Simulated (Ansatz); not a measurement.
**[BF2]+ (SMILES F[B+]F) at HF/cc-pVTZ**

What is the vertical singlet–triplet gap of [BF2]+ at HF/cc-pVTZ? 

The results are computed with Ansatz 0.2.0.

6 further runs of the same task are left out: 3 that didn't finish, 3 set aside as unsound or not needed.

### Step 1. The system as given

The species is [BF2]+ (3 atoms), meant as a singlet with charge +1. SMILES: `F[B+]F`. The shape is that of a PBE0-D4/def2-TZVP optimisation.

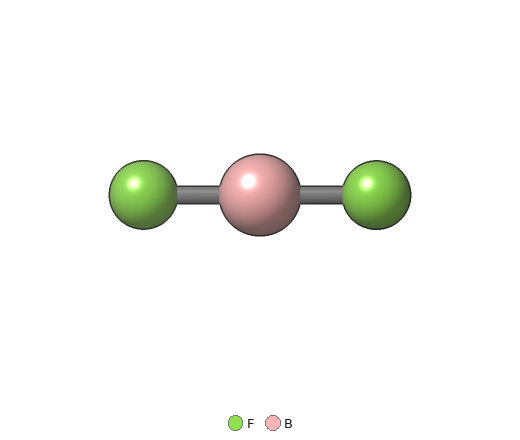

Viewed from a chosen angle; fluorine green, boron pink.

### Step 2. A single-point energy at HF/cc-pVTZ

molecule.yaml

```yaml
crystal:
  periodic: [false, false, false]
  atoms:
    - {symbol: F, position_ang: [0.329710, 1.140520, 0.307700]}
    - {symbol: B, position_ang: [0.000000, -0.000000, 0.000000]}
    - {symbol: F, position_ang: [-0.329720, -1.140520, -0.307700]}
basis:
  gaussian: {orbitals: cc-pVTZ}
total_charge: 1
magnetization: {spin_polarized: false, initial_magnetization: 0}
hamiltonian: {xc: hf}
accuracy: high
output: {orbitals: {seedname: orbitals}}
```

Started as:

```bash
$ ansatz run molecule.yaml --threads 1 --pin off --max-ram 3480MiB --events-out events.jsonl --progress --plain --runs-dir runs
```

Standard output:

```text
Warning: RAYON_NUM_THREADS=1 ignored (pool sized by the plan → 1); use --threads N
Functional definition: HF
  name "HF"
  exchange = exact_x
  correlation = 0
1354 factors; integrals over basis functions are off by at most 4.1e-9 eV
mean field evaluation 1: about -6073.9154 eV, gradient 6.2e1 eV
mean field evaluation 2: about -6073.9140 eV, gradient 6.2e1 eV
mean field evaluation 4: about -6079.0258 eV, gradient 1.5e0 eV
mean field evaluation 8: about -6079.0341 eV, gradient 4.7e-5 eV
mean field -6079.03406224 eV, -223.4003812700 hartree, gradient 2.8e-8 eV, S^2 0.000000; 0 other end points of the search recorded, 0 dependent functions left out
reference -6079.03406224 eV, -223.4003812700 hartree; 11, 11 occupied and 79, 79 virtual orbitals, 1354 factors
Total energy: -6079.03406224 eV, -223.4003812700 hartree
```

Wall time 0.92 s (1 thread of Arm Neoverse V2, shared host); peak memory 0.15 GiB.

### Step 3. The triplet at the same level

in.yaml

```yaml
crystal:
  periodic: [false, false, false]
  atoms:
    - {symbol: F, position_ang: [0.329710, 1.140520, 0.307700]}
    - {symbol: B, position_ang: [0.000000, -0.000000, 0.000000]}
    - {symbol: F, position_ang: [-0.329720, -1.140520, -0.307700]}
basis:
  gaussian:
    orbitals: cc-pVTZ
total_charge: 1
magnetization:
  spin_polarized: true
  initial_magnetization: 2
hamiltonian:
  xc: hf
accuracy: high
output: {orbitals: {seedname: orbitals}}
```

Started as:

```bash
$ ansatz run in.yaml --threads 1 --pin off --max-ram 3480MiB --events-out events.jsonl --progress --plain --runs-dir runs
```

Standard output:

```text
Warning: RAYON_NUM_THREADS=1 ignored (pool sized by the plan → 1); use --threads N
Functional definition: HF
  name "HF"
  exchange = exact_x
  correlation = 0
1354 factors; integrals over basis functions are off by at most 4.1e-9 eV
mean field evaluation 1: about -6063.8340 eV, gradient 2.9e1 eV
mean field evaluation 2: about -6063.8385 eV, gradient 2.9e1 eV
mean field evaluation 4: about -6066.5042 eV, gradient 2.5e0 eV
mean field evaluation 8: about -6066.6086 eV, gradient 6.8e-2 eV
mean field evaluation 16: about -6066.6086 eV, gradient 5.4e-4 eV
mean field evaluation 32: about -6067.7273 eV, gradient 1.6e-8 eV
mean field evaluation 64: about -6067.7273 eV, gradient 7.6e-7 eV
mean field evaluation 96: about -6067.7273 eV, gradient 5.6e-5 eV
mean field evaluation 128: about -6067.7273 eV, gradient 2.3e-4 eV
mean field evaluation 160: about -6067.7150 eV, gradient 6.2e-1 eV
mean field evaluation 192: about -6067.1100 eV, gradient 8.2e0 eV
mean field evaluation 224: about -6067.6789 eV, gradient 1.8e0 eV
mean field evaluation 256: about -6065.2428 eV, gradient 2.7e1 eV
mean field evaluation 288: about -6067.3485 eV, gradient 3.6e0 eV
mean field evaluation 320: about -6066.9492 eV, gradient 4.0e0 eV
mean field evaluation 352: about -6066.5368 eV, gradient 7.2e-2 eV
mean field evaluation 384: about -6066.6086 eV, gradient 5.0e-4 eV
mean field -6067.72734208 eV, -222.9848669681 hartree, gradient 1.4e-8 eV, S^2 2.005953; 6 other end points of the search recorded, 0 dependent functions left out
reference -6067.72734208 eV, -222.9848669681 hartree; 12, 10 occupied and 78, 80 virtual orbitals, 1354 factors
Total energy: -6067.72734208 eV, -222.9848669681 hartree
```

Wall time 11 s (1 thread of Arm Neoverse V2, shared host); peak memory 0.2 GiB.

### Step 4. Summary of results

Level: HF/cc-pVTZ.

```
                                        quantity          value
                           singlet: total energy  -223.40038 Eh
                            singlet: HOMO energy      -28.29 eV
                            singlet: LUMO energy       -4.77 eV
                          singlet: HOMO–LUMO gap       23.52 eV
                           triplet: total energy  -222.98487 Eh
     triplet: HOMO energy (highest over α and β)      -15.08 eV
      triplet: LUMO energy (lowest over α and β)      -13.19 eV
                                   triplet: ⟨S²⟩          2.006
vertical energy of the triplet above the singlet      11.307 eV
```

**Reading.** At this shape the triplet lies 11.31 eV (1091 kJ/mol) above the singlet.
